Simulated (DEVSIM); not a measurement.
System: abrupt Si n-p junction, at 300 K.

| layer (left to right) | material | thickness (μm) | Nd (cm⁻³) | Na (cm⁻³) | τn (s) | τp (s) |
|---|---|---|---|---|---|---|
| 1 | Si | 0.870 | 7.8e15 | - | 1.5e-5 | 1.5e-5 |
| 2 | Si | 12.0 | - | 2e17 | 1.5e-5 | 1.5e-5 |

Left contact: ohmic. Right contact: ohmic. Voltage is applied to the left contact. Recombination: SRH at mid-gap, Auger. Mobility is μmin + (μ − μmin)/(1 + (N/Nref)^α).

Constants are typed, rounded textbook-type inputs, not results; the design itself was drawn at random and stands for no fabricated device. Values at 300 K.

```csv
parameter,Si
gap (eV),1.124
affinity (eV),4.05
permittivity,11.7
Nc (cm⁻³),2.86e19
Nv (cm⁻³),3.1e19
μn (cm²/Vs),1417
μp (cm²/Vs),470
"μn,min",52
"μp,min",45
"Nref,n",9.7e16
"Nref,p",2.2e17
αn,0.68
αp,0.72
Cn (cm⁶/s),2.8e-31
Cp (cm⁶/s),9.9e-32
```

Simulated with DEVSIM: 1D drift-diffusion, Boltzmann statistics, complete ionisation; no tunnelling, impact ionisation, image-force lowering or self-heating.

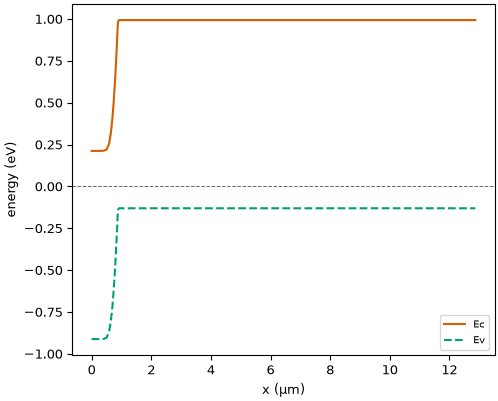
Figure. Band edges at zero bias

Energies count from the Fermi level of the right contact; mesh points crowd at the junctions.

| x (μm) | Ec (eV) | Ev (eV) | n (cm⁻³) | p (cm⁻³) | field (V/cm) |
|---|---|---|---|---|---|
| 0.000 | 0.212 | -0.912 | 7.8e15 | 15000 | ≈ 0 |
| 0.02548 | 0.212 | -0.912 | 7.8e15 | 15000 | ≈ 0 |
| 0.08044 | 0.212 | -0.912 | 7.8e15 | 15000 | ≈ 0 |
| 0.1864 | 0.212 | -0.912 | 7.8e15 | 15000 | ≈ 0 |
| 0.5008 | 0.221 | -0.903 | 5.6e15 | 21000 | 1800 |
| 0.6982 | 0.410 | -0.714 | 3.6e12 | 3.2e7 | 20000 |
| 0.8006 | 0.683 | -0.441 | 9.8e7 | 1.2e12 | 33000 |
| 0.8578 | 0.890 | -0.234 | 32000 | 3.7e15 | 40000 |
| 0.8793 | 0.970 | -0.154 | 1400 | 8.2e16 | 22000 |
| 0.9153 | 0.993 | -0.131 | 590 | 2.0e17 | 580 |
| 0.9961 | 0.994 | -0.130 | 580 | 2.0e17 | ≈ 0 |
| 1.244 | 0.994 | -0.130 | 580 | 2.0e17 | ≈ 0 |
| 1.708 | 0.994 | -0.130 | 580 | 2.0e17 | ≈ 0 |
| 2.639 | 0.994 | -0.130 | 580 | 2.0e17 | ≈ 0 |
| 5.801 | 0.994 | -0.130 | 580 | 2.0e17 | ≈ 0 |
| 9.343 | 0.994 | -0.130 | 580 | 2.0e17 | ≈ 0 |
| 11.25 | 0.994 | -0.130 | 580 | 2.0e17 | ≈ 0 |
| 12.11 | 0.994 | -0.130 | 580 | 2.0e17 | ≈ 0 |
| 12.61 | 0.994 | -0.130 | 580 | 2.0e17 | ≈ 0 |
| 12.76 | 0.994 | -0.130 | 580 | 2.0e17 | ≈ 0 |
| 12.83 | 0.994 | -0.130 | 580 | 2.0e17 | ≈ 0 |
| 12.87 | 0.994 | -0.130 | 580 | 2.0e17 | ≈ 0 |
